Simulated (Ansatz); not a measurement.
The figure comes from a scan of LiH (rock salt): the crystal slips on the {100} plane by s times a lattice vector of 2.83 Å, atoms relaxing along the normal only, γ being the energy change per area. These are r2SCAN (plane waves to 500 eV, PAW, scalar-relativistic; Ansatz, a program for electronic structure) values and carry that method's errors. k mesh 10×10×10 (Γ-centred), Fermi-Dirac smearing 0.05 eV. Energies are extrapolated to zero smearing. Faults lie only 6.0 Å apart, and holding the cell height raises γ above its relaxed value. LiH was relaxed with its symmetry unable to fall. γ is measured from zero shift.

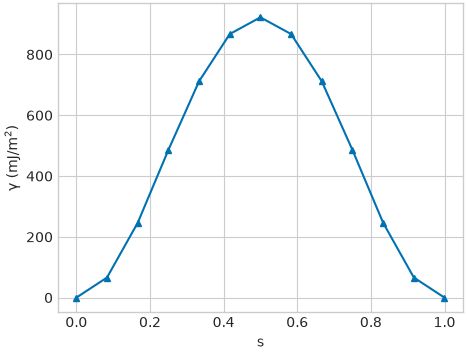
Figure: γ (mJ/m²) against s; one marker a computed point (the last repeats the first, one period on).

List the plotted points as numbers.

To the nearest 20:

```
s      γ (mJ/m²)
-----  ---------
0.000          0
0.083         60
0.167        240
0.250        480
0.333        720
0.417        860
0.500        920
0.583        860
0.667        720
0.750        480
0.833        240
0.917         60
```

(The slope of γ gives the shear force per area between the displaced halves; near zero shift its curvature is an elastic stiffness.)
